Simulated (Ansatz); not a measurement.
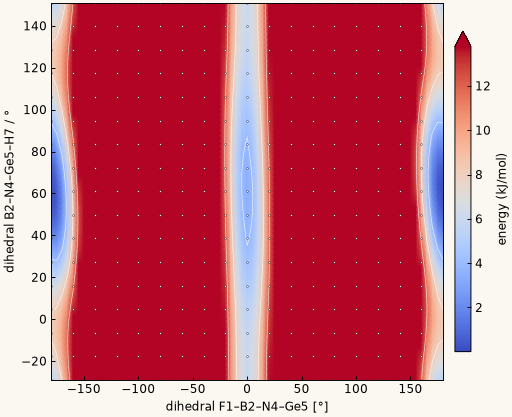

BClFGeH₄N, SMILES FB(Cl)[NH][GeH3]. 
- The first coordinate is: dihedral F1–B2–N4–Ge5; the second: dihedral B2–N4–Ge5–H7.
- Nothing is relaxed (all other coordinates rigid).
- Grid: 18 × 17 points.
- Energies are in kJ/mol, from the lowest grid point.
- Level of theory: RKS PBE-D4/def2-SVP (Ansatz).

The picture shows a smooth colour map with a few white contour lines, dots at the grid points, one colour for all values above the top of the scale. Between grid points the surface is interpolated.

> Estimate the position of the minimum and the force constants in these coordinates.

The interpolated minimum is at dihedral F1–B2–N4–Ge5 ≈ −180°, dihedral B2–N4–Ge5–H7 ≈ 61.0°. The curvatures there are about 1.5 eV/rad² and 0.3 eV/rad², with a cross term of about 0.16 eV/rad². Round the minimum the valley is somewhat tilted: raising dihedral F1–B2–N4–Ge5 shifts the best value of dihedral B2–N4–Ge5–H7 downwards (coupling k₁₂/√(k₁₁k₂₂) about 0.2). (1 eV is 96.5 kJ/mol.)
